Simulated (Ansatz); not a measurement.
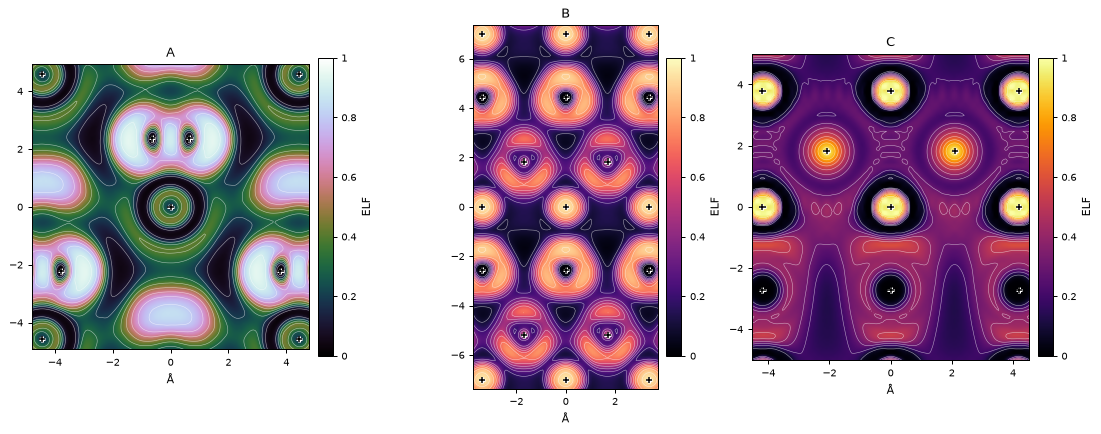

The electron localisation function of 3 systems, each on a plane through atoms (crosses mark nuclei in the plane).

Level of theory: DFT PBE, scalar-relativistic, plane waves, PAW (Ansatz 0.2.0).

System 1: Li₃Cd₂Pb₂, the (100) plane of the conventional cell. Space group P4mm; a generated structure, not necessarily the stable one; computed without spin polarisation.

```
CELL_PARAMETERS angstrom
4.18823 0.00000 0.00000
0.00000 4.18823 0.00000
0.00000 0.00000 9.31916
ATOMIC_POSITIONS crystal
Li 0.00000 0.00000 0.51152
Li 0.50000 0.50000 0.41189
Li 0.00000 0.00000 0.91836
Cd 0.00000 0.50000 0.70625
Cd 0.50000 0.00000 0.70625
Pb 0.00000 0.00000 0.21854
Pb 0.50000 0.50000 0.02581
```

System 2: Ca₂Mg₃C₂, the (100) plane of the conventional cell. Space group Fmm2; a generated structure, not necessarily the stable one.

```xyz
28
Lattice="-8.3648 0.0000 0.0000 0.0000 8.8961 0.0000 0.0000 0.0000 -9.1592" Properties=species:S:1:pos:R:3 pbc="T T T"
Ca   -2.0912    2.2240   -5.9273
Ca   -6.2736    6.6721   -5.9273
Ca   -6.2736    2.2240   -1.3477
Ca   -2.0912    6.6721   -1.3477
Ca   -6.2736    2.2240   -5.9273
Ca   -2.0912    6.6721   -5.9273
Ca   -2.0912    2.2240   -1.3477
Ca   -6.2736    6.6721   -1.3477
Mg    0.0000    0.0000   -8.4158
Mg   -4.1824    4.4481   -8.4158
Mg   -4.1824    0.0000   -3.8362
Mg    0.0000    4.4481   -3.8362
Mg   -5.5212    0.0000   -8.1832
Mg   -1.3388    4.4481   -8.1832
Mg   -1.3388    0.0000   -3.6036
Mg   -5.5212    4.4481   -3.6036
Mg   -2.8436    0.0000   -8.1832
Mg   -7.0260    4.4481   -8.1832
Mg   -7.0260    0.0000   -3.6036
Mg   -2.8436    4.4481   -3.6036
C     0.0000    3.7971   -6.2006
C    -4.1824    8.2452   -6.2006
C    -4.1824    3.7971   -1.6210
C     0.0000    8.2452   -1.6210
C    -4.1824    0.6509   -6.2006
C     0.0000    5.0990   -6.2006
C     0.0000    0.6509   -1.6210
C    -4.1824    5.0990   -1.6210
```

System 3: CrSiS, the (100) plane of the conventional cell. Space group P4/nmm; a structure from a database of computed crystals, not necessarily the ambient phase; a generated structure, not necessarily the stable one; changed on purpose from its base cell (volume × 0.97, shape and atoms relaxed); computed pressure about 4 GPa in this cell; spin-polarised.

```
CELL_PARAMETERS angstrom
3.39048 0.00000 0.00000
0.00000 3.39048 0.00000
0.00000 0.00000 14.02701
ATOMIC_POSITIONS crystal
Cr 0.50000 0.00000 0.11945
Cr 0.00000 0.50000 0.88055
Si 0.00000 0.00000 0.75000
Si 0.50000 0.50000 0.75000
S 0.50000 0.00000 0.93697
S 0.00000 0.50000 0.06303
Cr 0.50000 0.00000 0.61945
Cr 0.00000 0.50000 0.38055
Si 0.00000 0.00000 0.25000
Si 0.50000 0.50000 0.25000
S 0.50000 0.00000 0.43697
S 0.00000 0.50000 0.56303
```

### Match each panel to its system.

Panel A is system 2, Ca₂Mg₃C₂: the plane holds Mg and C. C–C (1.30 Å): the ELF peaks at about 0.90 between the atoms. Panel B is system 3, CrSiS: the plane holds Cr, Si and S. Cr–Si (2.50 Å): the ELF peaks at about 0.80 in the valence shell of Si, 0.9 Å from its nucleus, and is about 0.55 at the midpoint. Panel C is system 1, Li₃Cd₂Pb₂: the plane holds Li, Cd and Pb. Li–Pb (2.73 Å): the ELF reaches about 0.60 near the midpoint.
